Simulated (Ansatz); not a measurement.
# Direct or indirect: LiPS3 (C2/m)

```cif
data_structure
_symmetry_space_group_name_H-M 'C2/m'
_symmetry_Int_Tables_number 12
_cell_length_a 11.1156
_cell_length_b 7.0070
_cell_length_c 6.5251
_cell_angle_alpha 90.000
_cell_angle_beta 125.572
_cell_angle_gamma 90.000
_cell_volume 413.38
loop_
_atom_site_label
_atom_site_type_symbol
_atom_site_symmetry_multiplicity
_atom_site_Wyckoff_symbol
_atom_site_fract_x
_atom_site_fract_y
_atom_site_fract_z
_atom_site_occupancy
S1 S 4 i 0.18080 0.50000 0.06150 1
S2 S 4 i 0.30220 0.50000 0.67390 1
S3 S 4 h 0.00000 0.22120 0.50000 1
P1 P 4 i 0.34610 0.50000 0.41940 1
Li1 Li 4 g 0.00000 0.75930 0.00000 1
```

Method: Ansatz, r2SCAN, independent particles, without spin-orbit coupling, line width 0.1 eV (Gaussian). The band structure gives a fundamental gap of 2.18 eV. The spectrum of vertical transitions near the edge:

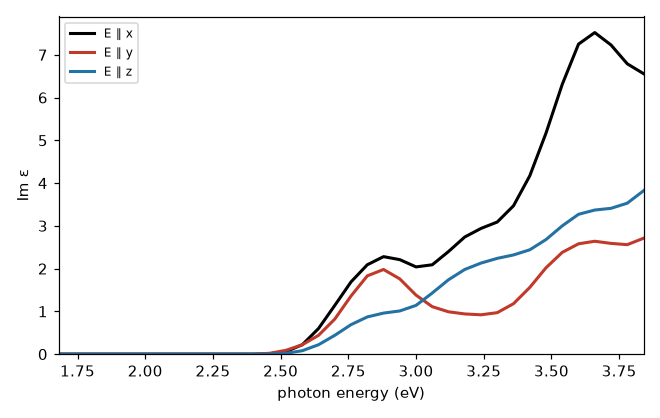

Problem. Is the gap direct or indirect, and about where do vertical transitions set in?

Solution. Indirect, by the band path, whose least direct gap is 2.56 eV. The curves fit this: they stay near zero above 2.18 eV and rise only from about 2.6 eV, though a forbidden direct transition would look alike. Lines are broadened by 0.1 eV, which spreads the edge, and phonons, which would give weak absorption from the fundamental gap up, are left out.

[Logs are printed without paths, hosts, clocks, repeated set-up lines and the standing remarks that a program may print on its own settings, such as how far it seeks lower states.]
